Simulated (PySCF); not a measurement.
# C2H8OSi2, SMILES `C=C[SiH](O)[SiH3]`: electronic structure

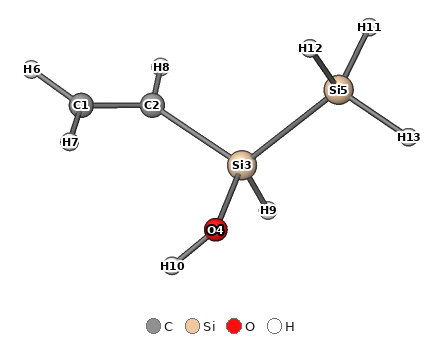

The molecule, with its atoms numbered as below. No frequency check shows the geometry to be a minimum.

Geometry (Å), atoms numbered from 1:

```
C1       2.4641    0.6882   -0.5333
C2       1.5098    0.8092    0.3766
Si3      0.0322   -0.3556    0.5500
O4       0.2330   -1.6837   -0.3812
Si5     -1.9469    0.5209   -0.2355
H6       3.2866    1.3826   -0.6224
H7       2.4638   -0.1235   -1.2450
H8       1.5587    1.6504    1.0574
H9       0.0524   -0.7774    1.9651
H10      1.0296   -2.2071   -0.3455
H11     -2.2878    1.7499    0.4920
H12     -1.9201    0.8812   -1.6573
H13     -3.0853   -0.3855   -0.0573
```

### 1. Excited states

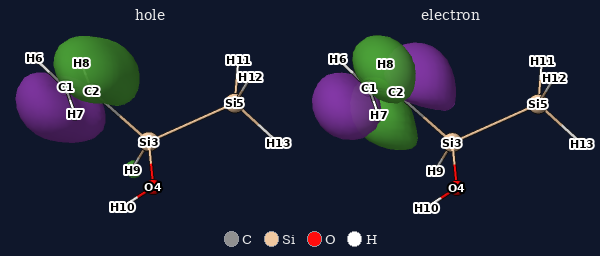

Leading natural transition orbital pair of T₁ (full linear response triplet states); the surfaces enclose about 70 % of each orbital's density.

PySCF calculation, B3LYP/6-31+G*, gas phase; geometry: GFN2-xTB.

Q: Give its energy and the atoms that hole and electron lie on.

A: 4.02 eV (308 nm), spin-forbidden from the singlet ground state; the leading pair carries 99 %; hole on C1 (41 %), C2 (39 %) and Si3 (6 %), electron on C1 (39 %), C2 (34 %) and Si3 (8 %); their centroids lie 0.0 Å apart. In canonical orbitals it is mainly HOMO → LUMO (62 %). The HOMO–LUMO gap is 6.67 eV.

### 2. In an electric field

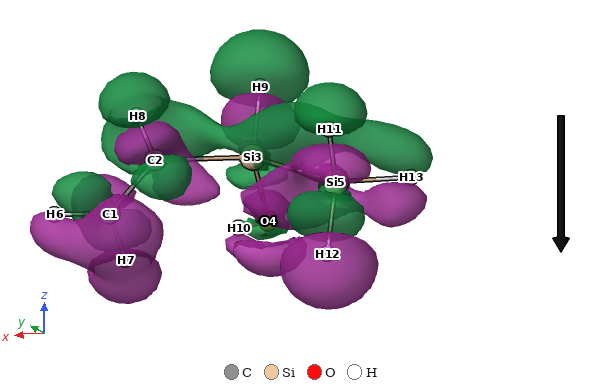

Change of the electron density in a uniform field of 0.26 V/Å along −z (arrow), surfaces at ±0.002 e/Å³ (green: gain, purple: loss).

Level of theory: HF/cc-pVDZ (PySCF), at a geometry from GFN2-xTB. A basis without diffuse functions makes polarisabilities too small.

The field was applied in both directions; the picture shows the one opposite to the script's first.

Q: How large is the response?

A: The induced dipole is 0.83 D (along the field); α along this axis, from the fields in both directions, is 65 bohr³ (9.6 Å³).

### 3. Removing or adding an electron

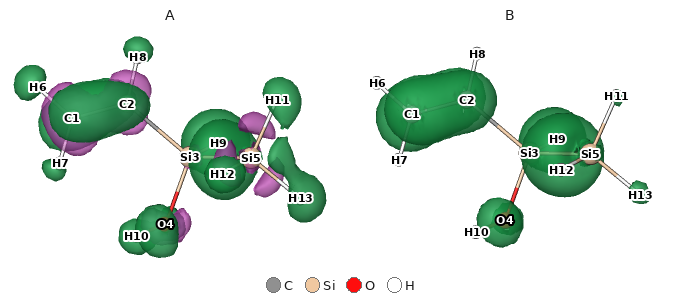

The Fukui function f⁻ from two separate SCF calculations and the density of the HOMO, at ±0.02 e/Å³ (green positive, purple negative).

Level of theory: LDA (SVWN)/6-31+G* (PySCF), at a geometry from GFN2-xTB.

Q: Which panel is which, and how good is the frozen-orbital picture?

A: A is f⁻ (it has negative regions), B the HOMO density. The HOMO lies on C1 (24 %), C2 (18 %) and Si3 and Si5 (16 % each); f⁻ (Hirshfeld-condensed) is largest on Si5 (0.15), C1 (0.14) and Si3 (0.12); the vertical ionisation energy is 9.39 eV. Relaxation shifts 23 % of the electron between atoms. The orbital energy is −6.71 eV.
